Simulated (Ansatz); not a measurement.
WS2, response to strain

Consider WS$_{2}$ (space group P6_3/mmc, No. 194; a = 3.1541 Å, c = 12.1408 Å; layered, stacked along the Cartesian z axis). Axes: x lies along a and z along c of the hexagonal cell.

Strains are applied to the cell and any free atomic positions relax; under biaxial strain the out-of-plane vector relaxes too.

Computed with PBE-D3(BJ) (Ansatz, a first-principles code, PAW, without spin-orbit coupling).

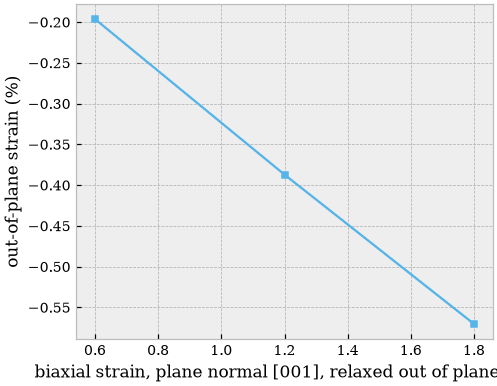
Figure. Out-of-plane strain against biaxial strain, plane normal [001], relaxed out of plane

```csv
"biaxial strain, plane normal [001], relaxed out of plane (%)",out-of-plane strain
0.6,-0.20 %
1.2,-0.39 %
1.8,-0.57 %
```

No phonon test of stability was made.
